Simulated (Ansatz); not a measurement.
# SiBPC (zincblende [110] superlattice): band gap by G0W0 on PBEsol

Wanted: the gap of SiBPC (zincblende [110] superlattice) with a many-body correction, and the time that it takes.

Calculated with Ansatz 0.2.0; PBEsol, then G0W0 on it, plane waves, PAW.

### 1. The starting structure

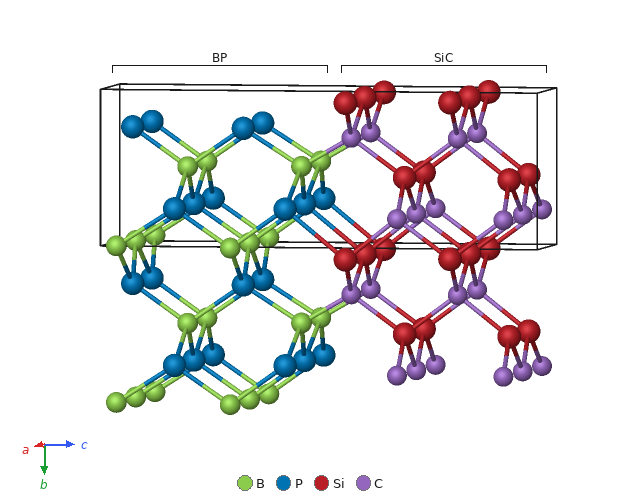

The cell as given, from the side, with the c axis across the page (boron green, phosphorus blue, silicon red, carbon purple). 2×2×1 cells are drawn. Some periodic images of atoms are drawn too.

The cell holds 16 atoms: 4 B, 4 P, 4 Si and 4 C. Its edges and angles: a = 3.141 Å, b = 4.453 Å, c = 12.601 Å, α = 90.0°, β = 90.0°, γ = 90.0°. It derives from BP. Regions: BP, 8 atoms (4 B and 4 P); SiC, 8 atoms (4 Si and 4 C). The structure's axis is c.

The structure was relaxed with PBEsol. The runs that relaxed it are not among those shown.

The logs state that the PAW files were generated under PBE.

### 2. The PBEsol band structure

Levels along a band path and on the mesh show where this functional puts the band edges.

This step: DFT, PBEsol, plane waves, PAW; PAW set soft_1.

The input, input.yaml:

```yaml
crystal:
  lattice:
    - [3.140640583, 0.0, 0.0]
    - [0.0, 4.4528456644, 5.055e-07]
    - [0.0, 1.4305e-06, 12.6006533662]
  atoms:
    - { symbol: B, position: [0.0, -0.0370428432, 0.0567315172] }
    - { symbol: P, position: [0.5, 0.219662304, 0.0720666123] }
    - { symbol: B, position: [0.5, 0.4709245627, 0.197766228] }
    - { symbol: P, position: [0.0, 0.7235339537, 0.1899345751] }
    - { symbol: B, position: [0.0, -0.0290762478, 0.3174022495] }
    - { symbol: P, position: [0.5, 0.2235335371, 0.3252337836] }
    - { symbol: B, position: [0.5, 0.4629538172, 0.4584365217] }
    - { symbol: P, position: [0.0, 0.7196604401, 0.4431020583] }
    - { symbol: Si, position: [0.0, 0.0390098307, 0.5811794873] }
    - { symbol: C, position: [0.5, 0.277716684, 0.5725258259] }
    - { symbol: Si, position: [0.5, 0.5298817203, 0.6945163783] }
    - { symbol: C, position: [0.0, 0.7763148352, 0.6990456853] }
    - { symbol: Si, position: [0.0, 0.029882343, 0.8206533273] }
    - { symbol: C, position: [0.5, 0.276314885, 0.8161246074] }
    - { symbol: Si, position: [0.5, 0.5390119594, 0.9339905031] }
    - { symbol: C, position: [0.0, 0.7777182187, 0.9426438346] }
kpoints:
  mp_grid: { grid: [8, 6, 2] }
  band_path:
    path:
      - [0.0, 0.0, 0.0]
      - [-0.5, 0.0, 0.0]
      - [-0.5, 0.0, 0.5]
      - [0.0, 0.0, 0.5]
      - [0.0, 0.0, 0.0]
      - [0.0, -0.5, 0.5]
      - [-0.5, -0.5, 0.5]
      - [-0.5, 0.0, 0.0]
      - [-0.5, -0.5, 0.0]
      - [0.0, -0.5, 0.0]
      - [0.0, 0.0, 0.0]
    npoints: 10
hamiltonian:
  xc: pbesol
  pseudopotentials: { kind: paw, azcp: { folder: soft_1 }, xc_functional: pbe }
scf:
  occupations: { method: fermi_dirac, width: 0.02 }
  n_extra_bands: 9
output:
  eigenvalues: true
  write_density: true
  write_potential: true
  elf: true
  volumetric_format: npy
```

The run is started by

```
$ ansatz run input.yaml --threads 4 --pin off --max-ram 17510MiB --backend cpu --events-out ev --progress --plain --runs-dir out
```

Numbers of over 12 decimals in the logs are rounded to 6 here.

What it wrote:

```text
Warning: the atoms were moved onto the symmetric positions of the space group found under crystal.symmetry.tolerance 1.0e-5 (fractional; no operation is sought that the atoms, as they stand in a round, miss by more than twice it, and no atom is moved by as much as it), and the run uses the moved positions. Before a round's move an operation carried an atom to 2.04e-5 Å from where it should land, the largest such dist [...]
scf.n_extra_bands = 9 over 32 filled bands (N_el = 64.0): the run solves 41 bands
Engine: ansatz 0.2.0, aarch64-unknown-linux-gnu
Pseudopotentials: kind: paw
Pseudopotential: B, paw, valence charge 3, recommended cutoff 420 eV (normal), soft_1/B.paw.azcp
Pseudopotential: P, paw, valence charge 5, recommended cutoff 420 eV (normal), soft_1/P.paw.azcp
Pseudopotential: Si, paw, valence charge 4, recommended cutoff 420 eV (normal), soft_1/Si.paw.azcp
Pseudopotential: C, paw, valence charge 4, recommended cutoff 420 eV (normal), soft_1/C.paw.azcp
Functional definition: PBEsol
  exchange = pbesol_x
  correlation = pbesol_c
Crystal: 16 atoms, lattice volume = 176.217 Å³
Basis set: ecut = 420 eV, 3451 PW (Γ)
Bands: 41, of which v1, the nominal top of the filled ones, is band 32 counted from 1 (31 counted from 0)
Symmetry: 4 space group operations
Space group: Pmn21 (ITA 31), of the structure as read, at distance tolerance 5.6e-5 Å
k-points: 40 of 96 (time reversal used)
Non-local potential: B, projectors of the file, l = 0: 2, l = 1: 2, l = 2: 1
Non-local potential: P, projectors of the file, l = 0: 2, l = 1: 2, l = 2: 1
Non-local potential: Si, projectors of the file, l = 0: 2, l = 1: 2, l = 2: 1
Non-local potential: C, projectors of the file, l = 0: 2, l = 1: 2, l = 2: 1
PAW form: soft (Blöchl's): semilocal exchange-correlation on the pseudo side does not see the compensation charge
PAW frozen core: B, regenerated for the run's functional, and the local potential with it (the file was generated under x = pbe(κ = 0.804, μ = 0.219515), c = pbe(β = 0.066725))
PAW frozen core: P, regenerated for the run's functional, and the local potential with it (the file was generated under x = pbe(κ = 0.804, μ = 0.219515), c = pbe(β = 0.066725))
PAW frozen core: Si, regenerated for the run's functional, and the local potential with it (the file was generated under x = pbe(κ = 0.804, μ = 0.219515), c = pbe(β = 0.066725))
PAW frozen core: C, regenerated for the run's functional, and the local potential with it (the file was generated under x = pbe(κ = 0.804, μ = 0.219515), c = pbe(β = 0.066725))
PAW one-centre angular grid: B, 110 points (default); XC on 64 Gauss nodes
PAW one-centre angular grid: P, 110 points (default); XC on 64 Gauss nodes
PAW one-centre angular grid: Si, 110 points (default); XC on 64 Gauss nodes
PAW one-centre angular grid: C, 110 points (default); XC on 64 Gauss nodes
Initial density: superposition of atomic densities (chi_scale 0.1, normalization cell, long waves kept (reshape's long-wave potential 0.69 eV rms))
Initial wavefunctions: pseudopotential atomic-orbital guess
Functional: x = pbesol(κ = 0.804, μ = 0.123457), c = pbesol(β = 0.046)
SCF iter   1: F=—  HF=-7056.276986 eV  |F-HF|=—  |Δ(HF+E_count)|=         —  Δρ=1.06e-1  dr2=2.56e1  ethr=3.10e-3  ⟨swp⟩=9.4  Hψ=9340  notcnv=0
preconditioner: auto → Resta (q_TF=auto, 2.305 Å⁻¹)  ε∞=5.5  [insulator: Δε(μ)=2.034 eV  Ē_g=10.602 eV  σ=0.020 eV  W_gap=1.00  n_scr=32 (ndim 8)  ℏωp=22.4 eV  f_vac=0.000  D(μ)=0.00/eV (n_scr^D=0)  ε∞_Penn≈5.5]
SCF iter   2: F=—  HF=-7049.313389 eV  |F-HF|=—  |Δ(HF+E_count)|=    6.96e0  Δρ=4.36e-2  dr2=3.72e0  ethr=3.10e-3  ⟨swp⟩=4.0  Hψ=3979  notcnv=0  defer=129
SCF iter   3: F=—  HF=-7048.234735 eV  |F-HF|=—  |Δ(HF+E_count)|=    1.08e0  Δρ=1.29e-2  dr2=2.57e-1  ethr=3.10e-3  ⟨swp⟩=3.9  Hψ=3117  notcnv=0  defer=129
SCF iter   4: F=—  HF=-7048.183041 eV  |F-HF|=—  |Δ(HF+E_count)|=   5.17e-2  Δρ=2.21e-3  dr2=8.13e-3  ethr=4.01e-4  ⟨swp⟩=3.8  Hψ=3445  notcnv=0  defer=131
SCF iter   5: F=—  HF=-7048.184868 eV  |F-HF|=—  |Δ(HF+E_count)|=   1.83e-3  Δρ=6.21e-4  dr2=5.76e-4  ethr=1.27e-5  ⟨swp⟩=3.6  Hψ=2920  notcnv=0  defer=131
SCF iter   6: F=—  HF=-7048.185187 eV  |F-HF|=—  |Δ(HF+E_count)|=   3.18e-4  Δρ=1.08e-4  dr2=2.98e-5  ethr=9.00e-7  ⟨swp⟩=2.6  Hψ=2648  notcnv=0  defer=131
SCF iter   7: F=—  HF=-7048.185192 eV  |F-HF|=—  |Δ(HF+E_count)|=   4.89e-6  Δρ=1.84e-5  dr2=4.53e-7  ethr=4.65e-8  ⟨swp⟩=2.0  Hψ=2505  notcnv=0  defer=131
SCF iter   8: F=-7048.185192 eV  HF=-7048.185192 eV  |F-HF|=2.75e-9  |Δ(HF+E_count)|=   1.50e-7  Δρ=3.08e-6  dr2=1.82e-8  ethr=1.56e-10  ⟨swp⟩=15.9  Hψ=8587  notcnv=0
SCF 1 converged in 8 iterations: F = -7048.185192 eV  dr2 = 1.82e-8
  greatest PAW one-centre occupation: 0.768 electrons in one spin orbital (limit 2), on the P atom at site 7 (counted from 0), in its partial waves of l = 0
NSCF: frozen V_eff on 101 k-points
SCF converged after 8 iterations
Free energy (F): -7048.185192 eV
Harris-Foulkes:  -7048.185192 eV  (|F-HF|=2.75e-9)
Internal energy: -7048.185192 eV  (E = F + TS)
E sigma→0 (E₀):  -7048.185192 eV
Entropy (-TS):   -0.000000 eV (-0.000 meV/atom)
Fermi energy:    10.192208 eV
--- Per-component energies (eV) ---
  E_band       = 198.711834
  E_kinetic    = 1011.329562
  E_local      = -642.402625  (includes V_loc(G=0)·N_el)
  E_nonlocal   = 342.311390
  E_hartree    = 201.679662
  E_xc         = -842.423590
  E_vxc        = -837.615187  (∫ρ·V_xc dr)
  E_paw        = -4848.031758  (= ΣΔE_a)
  E_vpaw       = -78.270752  (= ΣTr[D̂ρ^β])
  E_aug_tail   = 0.000235  (compensation charges beyond the density's cutoff)
  E_ewald      = -2271.101941
  E_core_change = 0.453873  (= ΣΔE_core)
  E_smearing   = -0.000000  (= −TS)
  E_closure    = 0.000000  (closes the sum)
  Σ components = -7048.185192   (vs F -7048.185192, Δ=0.00e0)
--- Band table (eV; the first three rows and the last of 40) ---
  k-point 0: bands = [... 28 lower, 9.4214, 9.4748, 9.6790, 9.9411, 10.4522, 11.5888, 11.9285, 12.3048, ... 5 higher]
  k-point 1: bands = [... 28 lower, 8.9435, 9.3778, 9.5289, 9.9596, 10.8168, 11.5156, 12.2157, 12.6283, ... 5 higher]
  k-point 2: bands = [... 28 lower, 9.2074, 9.2100, 9.2334, 9.4629, 10.6705, 11.7890, 12.1404, 12.5643, ... 5 higher]
  k-point 39: bands = [... 28 lower, 7.5652, 7.5652, 7.9084, 7.9084, 13.3895, 13.3895, 13.7798, 13.7798, ... 5 higher]
```

Wall time 23 s (4 threads of Arm Neoverse V1, shared host); peak memory 0.77 GiB.

This step gave:

```
filled bands         : 32
gap                  : 0.4764 eV
valence top at       : B
conduction bottom at : Z
least direct gap     : 0.5111 eV
```

Over mesh and path the gap is 0.476 eV, from k = (0.000, 0.000, 0.500) to k = (-0.500, 0.000, 0.000). The least direct gap found is 0.511 eV, at k = Γ. The program's warnings for this run: structure snapped to symmetry.

The electronic bands at the labelled points (eV, zero at the top of the highest nominally filled band):

```
point  band 29  band 30  band 31  band 32  band 33  band 34  band 35  band 36
    Γ    -0.54    -0.48    -0.28    -0.02     0.49     1.63     1.97     2.35
    Z    -3.97    -3.97    -2.17    -2.17     0.48     0.48     1.40     1.40
    D    -3.12    -3.12    -2.89    -2.89     0.68     0.68     1.66     1.66
    B    -1.02    -0.58    -0.43     0.00     0.86     1.56     2.26     2.67
    Γ    -0.54    -0.48    -0.28    -0.02     0.49     1.63     1.97     2.35
    A    -1.90    -1.90    -1.53    -1.53     2.48     2.48     3.06     3.06
    E    -2.39    -2.39    -2.05    -2.05     3.43     3.43     3.82     3.82
    Z    -3.97    -3.97    -2.17    -2.17     0.48     0.48     1.40     1.40
   C2    -2.01    -2.01    -1.87    -1.87     3.39     3.39     3.58     3.58
   Y2    -1.85    -1.85    -1.52    -1.52     2.04     2.04     3.42     3.42
    Γ    -0.54    -0.48    -0.28    -0.02     0.49     1.63     1.97     2.35
```

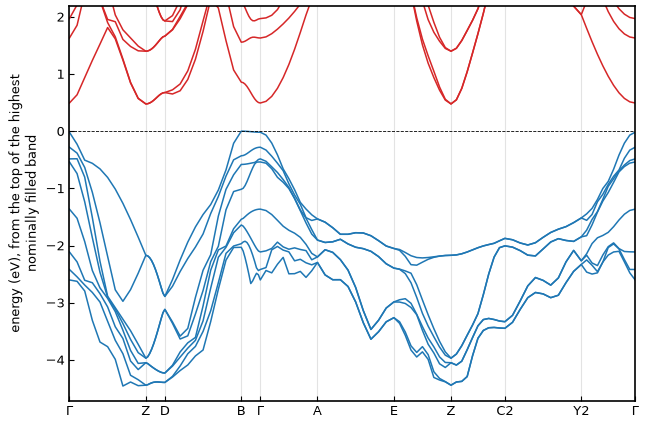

Electronic bands along the path; lines of filled and empty bands in two colours.

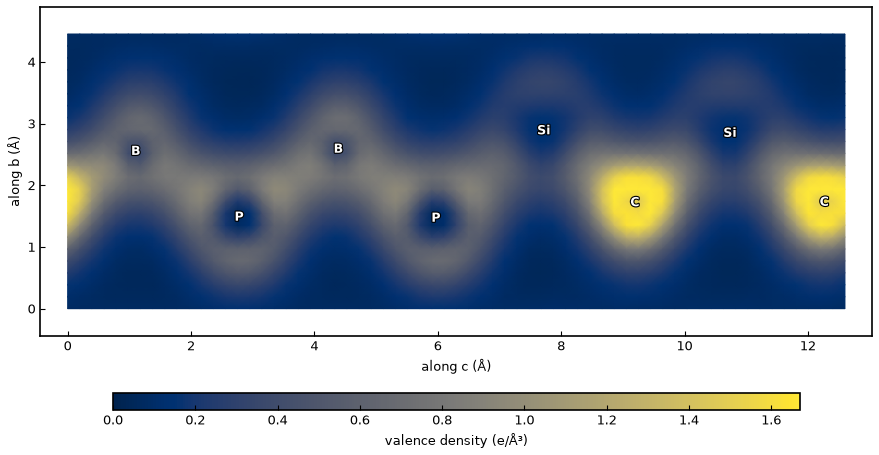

Valence density in the cb plane at fractional x = 0.000, with atoms of B and P and Si and C within 0.2 Å of it. It is the smooth field of the valence electrons, not physical close to the nuclei. The map starts off the cell's origin, so that atoms lie inside it.

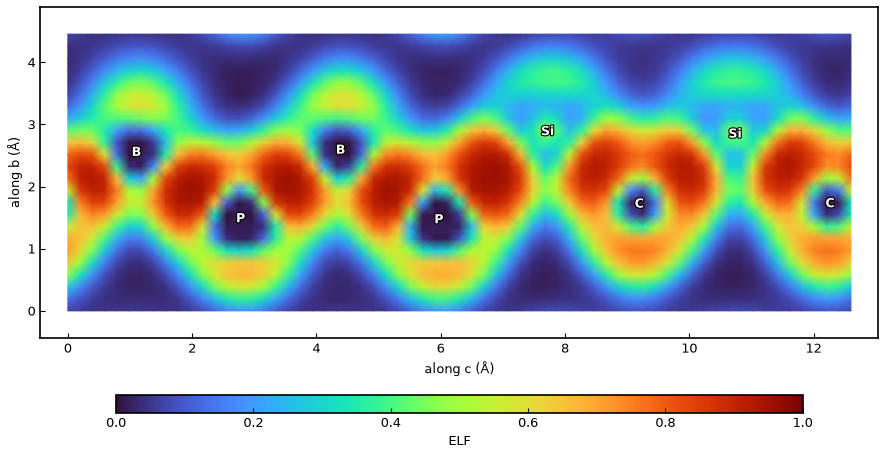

ELF in the cb plane at fractional x = 0.000, with atoms of B and P and Si and C within 0.2 Å of it. It is the smooth field of the valence electrons, not physical close to the nuclei. The map starts off the cell's origin, so that atoms lie inside it.

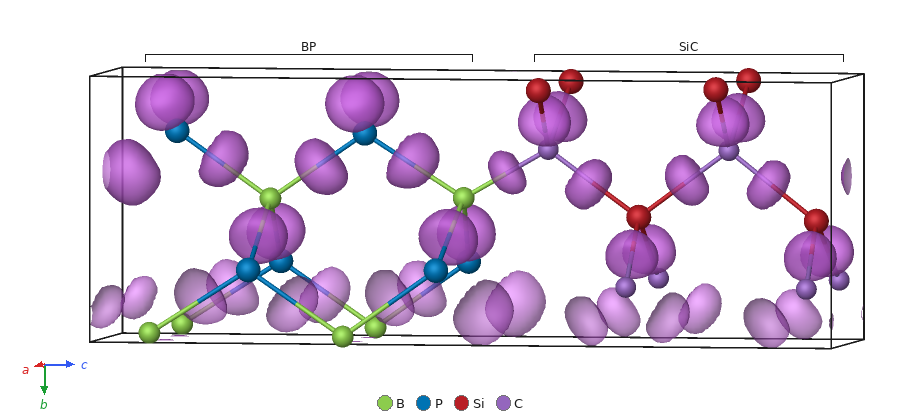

Surface of ELF = 0.85.

[end of part 1 of 2]

[Paths, hosts, dates, memory and timing lines, banners, echoed tables and standing remarks are left out of the program output.]

[Logs are printed without paths, hosts, clocks, repeated set-up lines and the standing remarks that a program may print on its own settings, such as how far it seeks lower states.]

[Runs of the session that timed out or met a known fault of the program may be left out.]

[Cells called generated may have been cut or substituted from an entry of the Crystallography Open Database or the Materials Project.]

[Hosts, paths, dates, database ids (printed as entryN), source tags and the programs' standing remarks are cut or masked in the printed files.]

[Where an RPA ε∞ is given, it is that of the G0W0 mesh and is not shown converged in it. Names of k-points follow the symmetry that the program found, which can be lower than the space group named. Band edges on a path are those of the sampled points; other points can move an edge, and change direct to indirect where valleys lie close.]

[Hybrid gaps are those of their k-mesh and are not shown converged in it.]
